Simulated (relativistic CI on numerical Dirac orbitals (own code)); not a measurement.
# Ga⁺: one ion under different settings

How much do the settings matter for Ga⁺? One ion, several inputs.

The numbers are computed with relativistic CI on numerical Dirac orbitals (own code) version 3 (Dirac-Coulomb-Breit CI, KLI orbitals optimised for each configuration, model QED (radiative potential, 1s self-energy scaled to tabulated hydrogen-like ionisation energies), numerical settings as typed), except any that are marked as measured or tabulated.

## (1) Starting point

| Quantity | Value |
| --- | --- |
| ion | Ga⁺ (Ga II) |
| nuclear charge | 31 |
| electrons | 30 |
| isotope | A = 69 |

## (2) The usual input

Input settings:

```ini
atom Ga  Z=31  charge=1  electrons=30
nucleus A=69  rms_radius_fm=3.9973
hamiltonian dirac-coulomb  breit=on  qed=on  c_scale=1
orbitals kli  potential=per-configuration
slater_scale 1
correlation none
mixing on
grid step=0.0125 r_max=74.5
scf mixing=0.4 start=green max_iterations=150 tolerance=2e-08 node_fill=0.05
configurations
  [Ar] 3d10 4s2
  [Ar] 3d10 4s 4p
end
```

On the command line:

```bash
> python run_levels.py task.json out
```

One command runs all members of the session, one after another, from task.json.

The program writes no log. Results of the run, from its result record (rounded, main fields):

```text
{
  "status": "converged",
  "levels [i, E_cm, J2, conf, term, w_term, w_jj]": [
    [0, 0, 0, "4s2", "1S", 1, 1],
    [1, 36820.187, 0, "4s 4p", "3P*", 1, 1],
    [2, 37253.81, 2, "4s 4p", "3P*", 0.9998, 0.6801],
    [3, 38139.151, 4, "4s 4p", "3P*", 1, 1],
    [4, 70410.597, 2, "4s 4p", "1P*", 0.9998, 0.6801]
  ],
  "total_energy [Ha]": -1940.9235687,
  "n_levels_all": 5,
  "overlap": 2.72181e-12,
  "scf_iterations": [12, 12],
  "orbital_energies [Ha]": {"1s": -375.824, "2s": -46.7094, "2p1/2": -41.3785, "2p3/2": -40.3646, "3s": -5.927, "3p1/2": -4.19851, "3p3/2": -4.06703, "3d3/2": -1.1703, "3d5/2": -1.15343, "4s": -0.696712},
  "configurations [conf, odd, states, E_av_Ha, breit_Ha, qed_Ha]": [
    ["4s2", 0, 1, -1942.347264, 0.8512, 0.5725],
    ["4s 4p", 1, 12, -1942.137869, 0.8511, 0.5723]
  ],
  "scf_steps of the first configuration [iteration, E_Ha, residual, outer_eigenvalue_Ha]": [
    [1, -1933.561526, 1.91, -1.323],
    [2, -1941.992781, 0.419, -0.8792],
    [3, -1942.28643, 0.0779, -0.7413],
    [4, -1942.328288, 0.119, -0.7239],
    [5, -1942.347112, 0.00294, -0.696],
    [6, -1942.34692, 0.00315, -0.697],
    [7, -1942.34731, 0.000832, -0.6969],
    [8, -1942.347259, 4.68e-05, -0.6967],
    [9, -1942.347262, 2.12e-05, -0.6967],
    [10, -1942.347264, 3.5e-06, -0.6967],
    [11, -1942.347264, 1.42e-07, -0.6967],
    [12, -1942.347264, 8.07e-09, -0.6967]
  ]
}
```

Run time: 0.15 s. Hardware: 1 thread of Neoverse-N1, shared host.

## (3) Node fill 0.01, start potential thomas-fermi

Settings: those of step 2 with these lines changed.

```diff
@@ -8,3 +8,3 @@
 grid step=0.0125 r_max=74.5
-scf mixing=0.4 start=green max_iterations=150 tolerance=2e-08 node_fill=0.05
+scf mixing=0.4 start=thomas-fermi max_iterations=150 tolerance=2e-08 node_fill=0.01
 configurations
```

Results of the run:

```text
{
  "status": "converged",
  "levels [i, E_cm, J2, conf, term, w_term]": [
    [0, 0, 0, "4s2", "1S", 1],
    [1, 36810.69, 0, "4s 4p", "3P*", 1],
    [2, 37240.471, 2, "4s 4p", "3P*", 0.9998],
    [3, 38117.507, 4, "4s 4p", "3P*", 1],
    [4, 70492.362, 2, "4s 4p", "1P*", 0.9998]
  ],
  "total_energy [Ha]": -1940.9234586,
  "n_levels_all": 5,
  "overlap": 2.75135e-12,
  "scf_iterations": [11, 11],
  "orbital_energies [Ha]": {"1s": -375.98, "2s": -46.7626, "2p1/2": -41.4391, "2p3/2": -40.424, "3s": -5.93802, "3p1/2": -4.21035, "3p3/2": -4.07868, "3d3/2": -1.1811, "3d5/2": -1.16415, "4s": -0.69904},
  "configurations [conf, odd, states, E_av_Ha, breit_Ha, qed_Ha]": [
    ["4s2", 0, 1, -1942.347803, 0.8517, 0.5726],
    ["4s 4p", 1, 12, -1942.138373, 0.8517, 0.5723]
  ],
  "scf_steps of the first configuration [iteration, E_Ha, residual, outer_eigenvalue_Ha]": [
    [1, -1941.7949, 0.488, -0.615],
    [2, -1942.251386, 0.213, -0.6638],
    [3, -1942.332165, 0.0922, -0.68],
    [4, -1942.347316, 0.00706, -0.6958],
    [5, -1942.347787, 0.00216, -0.7],
    [6, -1942.347723, 0.00244, -0.6986],
    [7, -1942.347804, 4.35e-05, -0.699],
    [8, -1942.347801, 3.88e-05, -0.699],
    [9, -1942.347803, 1.32e-06, -0.699],
    [10, -1942.347803, 6.81e-08, -0.699],
    [11, -1942.347803, 1.46e-09, -0.699]
  ]
}
```

It took 0.14 s on 1 thread of Neoverse-N1, shared host.

## (4) Node fill 0.2, end of the grid 223.5

Settings: those of step 3 with these lines changed.

```diff
@@ -7,4 +7,4 @@
 mixing on
-grid step=0.0125 r_max=74.5
-scf mixing=0.4 start=thomas-fermi max_iterations=150 tolerance=2e-08 node_fill=0.01
+grid step=0.0125 r_max=223.5
+scf mixing=0.4 start=green max_iterations=150 tolerance=2e-08 node_fill=0.2
 configurations
```

Results of the run:

```text
{
  "status": "converged",
  "levels [i, E_cm, J2, conf, term, w_term]": [
    [0, 0, 0, "4s2", "1S", 1],
    [1, 36858.975, 0, "4s 4p", "3P*", 1],
    [2, 37304.535, 2, "4s 4p", "3P*", 0.9998],
    [3, 38215.743, 4, "4s 4p", "3P*", 1],
    [4, 70139.021, 2, "4s 4p", "1P*", 0.9998]
  ],
  "total_energy [Ha]": -1940.9177716,
  "n_levels_all": 5,
  "overlap": 2.59048e-12,
  "scf_iterations": [12, 12],
  "orbital_energies [Ha]": {"1s": -375.329, "2s": -46.5423, "2p1/2": -41.1869, "2p3/2": -40.1768, "3s": -5.88999, "3p1/2": -4.15906, "3p3/2": -4.02821, "3d3/2": -1.13511, "3d5/2": -1.11853, "4s": -0.688799},
  "configurations [conf, odd, states, E_av_Ha, breit_Ha, qed_Ha]": [
    ["4s2", 0, 1, -1942.339349, 0.8493, 0.5723],
    ["4s 4p", 1, 12, -1942.130051, 0.8492, 0.572]
  ],
  "scf_steps of the first configuration [iteration, E_Ha, residual, outer_eigenvalue_Ha]": [
    [1, -1933.561526, 1.95, -1.323],
    [2, -1942.055313, 0.421, -0.8729],
    [3, -1942.259706, 0.0814, -0.7344],
    [4, -1942.340782, 0.125, -0.7169],
    [5, -1942.339266, 0.00255, -0.6883],
    [6, -1942.338165, 0.00391, -0.689],
    [7, -1942.339465, 0.000637, -0.689],
    [8, -1942.339322, 0.000115, -0.6888],
    [9, -1942.339346, 1.9e-05, -0.6888],
    [10, -1942.339348, 2.76e-06, -0.6888],
    [11, -1942.339349, 1.71e-07, -0.6888],
    [12, -1942.339349, 1.37e-08, -0.6888]
  ]
}
```

It took 0.15 s on 1 thread of Neoverse-N1, shared host.

## (5) Nuclear radius 4.397

Input settings:

```ini
atom Ga  Z=31  charge=1  electrons=30
nucleus A=69  rms_radius_fm=4.3970
hamiltonian dirac-coulomb  breit=on  qed=on  c_scale=1
orbitals kli  potential=per-configuration
slater_scale 1
correlation none
mixing on
grid step=0.0125 r_max=74.5
scf mixing=0.4 start=green max_iterations=150 tolerance=2e-08 node_fill=0.05
configurations
  [Ar] 3d10 4s2
  [Ar] 3d10 4s 4p
end
```

Results of the run:

```text
{
  "status": "converged",
  "levels [i, E_cm, J2, conf, term, w_term]": [
    [0, 0, 0, "4s2", "1S", 1],
    [1, 36819.99, 0, "4s 4p", "3P*", 1],
    [2, 37253.613, 2, "4s 4p", "3P*", 0.9998],
    [3, 38138.953, 4, "4s 4p", "3P*", 1],
    [4, 70410.424, 2, "4s 4p", "1P*", 0.9998]
  ],
  "total_energy [Ha]": -1940.9214605,
  "n_levels_all": 5,
  "overlap": 2.72075e-12,
  "scf_iterations": [12, 12],
  "orbital_energies [Ha]": {"1s": -375.823, "2s": -46.7093, "2p1/2": -41.3785, "2p3/2": -40.3646, "3s": -5.92699, "3p1/2": -4.19852, "3p3/2": -4.06703, "3d3/2": -1.1703, "3d5/2": -1.15343, "4s": -0.696711},
  "configurations [conf, odd, states, E_av_Ha, breit_Ha, qed_Ha]": [
    ["4s2", 0, 1, -1942.345139, 0.8511, 0.5725],
    ["4s 4p", 1, 12, -1942.135746, 0.8511, 0.5722]
  ],
  "scf_steps of the first configuration [iteration, E_Ha, residual, outer_eigenvalue_Ha]": [
    [1, -1933.559416, 1.91, -1.323],
    [2, -1941.990658, 0.419, -0.8792],
    [3, -1942.284306, 0.0779, -0.7413],
    [4, -1942.326164, 0.119, -0.7239],
    [5, -1942.344988, 0.00294, -0.696],
    [6, -1942.344796, 0.00315, -0.697],
    [7, -1942.345186, 0.000832, -0.6969],
    [8, -1942.345134, 4.68e-05, -0.6967],
    [9, -1942.345138, 2.12e-05, -0.6967],
    [10, -1942.345139, 3.5e-06, -0.6967],
    [11, -1942.345139, 1.42e-07, -0.6967],
    [12, -1942.345139, 8.07e-09, -0.6967]
  ]
}
```

It took 0.15 s on 1 thread of Neoverse-N1, shared host.

The changed nuclear radius is not that of the isotope named.

## (6) Breit term off, potential mixing 0.05

Input settings:

```ini
atom Ga  Z=31  charge=1  electrons=30
nucleus A=69  rms_radius_fm=3.9973
hamiltonian dirac-coulomb  breit=off  qed=on  c_scale=1
orbitals kli  potential=per-configuration
slater_scale 1
correlation none
mixing on
grid step=0.0125 r_max=74.5
scf mixing=0.05 start=green max_iterations=150 tolerance=2e-08 node_fill=0.05
configurations
  [Ar] 3d10 4s2
  [Ar] 3d10 4s 4p
end
```

Results of the run:

```text
{
  "status": "converged",
  "levels [i, E_cm, J2, conf, term, w_term]": [
    [0, 0, 0, "4s2", "1S", 1],
    [1, 36816.911, 0, "4s 4p", "3P*", 1],
    [2, 37261.447, 2, "4s 4p", "3P*", 0.9998],
    [3, 38168.158, 4, "4s 4p", "3P*", 1],
    [4, 70429.46, 2, "4s 4p", "1P*", 0.9998]
  ],
  "total_energy [Ha]": -1941.7747215,
  "n_levels_all": 5,
  "overlap": 2.7206e-12,
  "scf_iterations": [16, 16],
  "orbital_energies [Ha]": {"1s": -375.824, "2s": -46.7094, "2p1/2": -41.3785, "2p3/2": -40.3646, "3s": -5.927, "3p1/2": -4.19851, "3p3/2": -4.06703, "3d3/2": -1.1703, "3d5/2": -1.15343, "4s": -0.696712},
  "configurations [conf, odd, states, E_av_Ha, breit_Ha, qed_Ha]": [
    ["4s2", 0, 1, -1942.347264, 0, 0.5725],
    ["4s 4p", 1, 12, -1942.137869, 0, 0.5723]
  ],
  "scf_steps of the first configuration [iteration, E_Ha, residual, outer_eigenvalue_Ha]": [
    [1, -1933.561526, 1.91, -1.323],
    [2, -1935.023461, 1.76, -1.257],
    [3, -1941.13114, 0.535, -0.7366],
    [4, -1942.2681, 0.185, -0.8091],
    [5, -1942.241388, 0.245, -0.7957],
    [6, -1942.346957, 0.0396, -0.7042],
    [7, -1942.347742, 0.025, -0.7037],
    [8, -1942.347034, 0.00241, -0.6967],
    [9, -1942.346996, 0.00279, -0.6967],
    [10, -1942.347295, 0.00046, -0.6968],
    [11, -1942.347286, 0.000339, -0.6968],
    [12, -1942.34726, 5.1e-05, -0.6967],
    [13, -1942.347263, 1.61e-05, -0.6967],
    [14, -1942.347264, 1.71e-06, -0.6967],
    [15, -1942.347264, 4.79e-08, -0.6967],
    [16, -1942.347264, 7.71e-09, -0.6967]
  ]
}
```

Wall time 0.17 s (1 thread of Neoverse-N1, shared host).

## (7) Speed-of-light factor 0.4

Input settings:

```ini
atom Ga  Z=31  charge=1  electrons=30
nucleus A=69  rms_radius_fm=3.9973
hamiltonian dirac-coulomb  breit=on  qed=on  c_scale=0.4
orbitals kli  potential=per-configuration
slater_scale 1
correlation none
mixing on
grid step=0.0125 r_max=74.5
scf mixing=0.4 start=green max_iterations=81 tolerance=2e-08 node_fill=0.05
configurations
  [Ar] 3d10 4s2
  [Ar] 3d10 4s 4p
end
```

Results of the run:

```text
{
  "status": "converged",
  "levels [i, E_cm, J2, conf, term, w_term]": [
    [0, 0, 0, "4s2", "1S", 1],
    [1, 46073.871, 0, "4s 4p", "3P*", 1],
    [2, 49238.865, 2, "4s 4p", "3P*", 0.9903],
    [3, 56377.696, 4, "4s 4p", "3P*", 1],
    [4, 85624.803, 2, "4s 4p", "1P*", 0.9903]
  ],
  "total_energy [Ha]": -2056.1731189,
  "n_levels_all": 5,
  "overlap": 2.00516e-12,
  "scf_iterations": [13, 13],
  "orbital_energies [Ha]": {"1s": -406.774, "2s": -53.7364, "2p1/2": -47.2932, "2p3/2": -39.7674, "3s": -7.08113, "3p1/2": -5.05182, "3p3/2": -4.03941, "3d3/2": -1.10291, "3d5/2": -1.00457, "4s": -0.780228},
  "configurations [conf, odd, states, E_av_Ha, breit_Ha, qed_Ha]": [
    ["4s2", 0, 1, -2063.381737, 5.799, 1.41],
    ["4s 4p", 1, 12, -2063.101604, 5.798, 1.409]
  ],
  "scf_steps of the first configuration [iteration, E_Ha, residual, outer_eigenvalue_Ha]": [
    [1, -2049.684398, 2.24, -1.608],
    [2, -2062.765765, 0.524, -1.003],
    [3, -2063.256052, 0.15, -0.8376],
    [4, -2063.333293, 0.174, -0.8219],
    [5, -2063.382712, 0.0262, -0.7858],
    [6, -2063.381886, 0.00235, -0.7811],
    [7, -2063.381583, 0.00173, -0.7799],
    [8, -2063.381766, 0.000364, -0.7803],
    [9, -2063.381743, 7.13e-05, -0.7802],
    [10, -2063.381737, 6.62e-07, -0.7802],
    [11, -2063.381737, 1.15e-06, -0.7802],
    [12, -2063.381737, 3.93e-08, -0.7802],
    [13, -2063.381737, 4.66e-09, -0.7802]
  ]
}
```

Wall time 0.16 s (1 thread of Neoverse-N1, shared host).

A bad setting: its result is shown only for the comparison.

A changed speed of light describes a fictitious ion. The QED potentials keep the true α.

## (8) Comparison

| setting | total energy less usual (Ha) | largest shift of a level among the lowest eight of both runs, same label and place (cm⁻¹) | SCF iterations | time | lowest level | kind of change |
| --- | --- | --- | --- | --- | --- | --- |
| usual | 0 | 0 | 24 | 0.15 s | 4s2 1S0 | - |
| node fill 0.01, start potential thomas-fermi | 0.00011 | 81.8 | 22 | 0.14 s | 4s2 1S0 | numerical |
| node fill 0.2, end of the grid 223.5 | 0.0058 | 272 | 24 | 0.15 s | 4s2 1S0 | numerical |
| nuclear radius 4.397 | 0.00211 | 0.198 | 24 | 0.15 s | 4s2 1S0 | unphysical constant |
| Breit term off, potential mixing 0.05 | -0.851 | 29.0 | 32 | 0.17 s | 4s2 1S0 | model term |
| speed-of-light factor 0.4 | -115 | 18200 | 26 | 0.16 s | 4s2 1S0 | unsound |

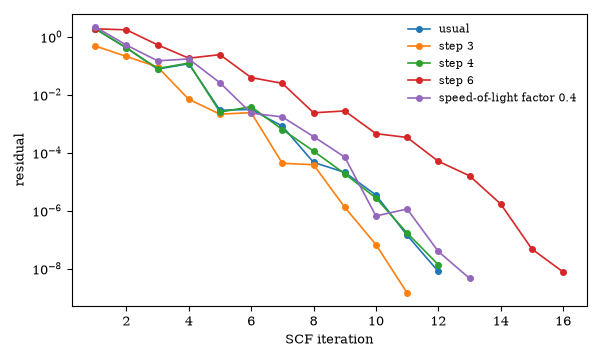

Residual of the first configuration's SCF.

## (9) Outcome

| quantity | value |
| --- | --- |
| lowest level, usual settings | 4s2 1S0 |
| total energy | -1940.9236 Ha |
| first excitation | 36820 cm⁻¹ |

**Reading.** Among the runs whose levels can be followed, they move most under «speed-of-light factor 0.4» (unsound), by up to 18200 cm⁻¹. Only the listed configurations are in the model. Near neutrality, missing correlation can shift configurations against each other by thousands of cm⁻¹.
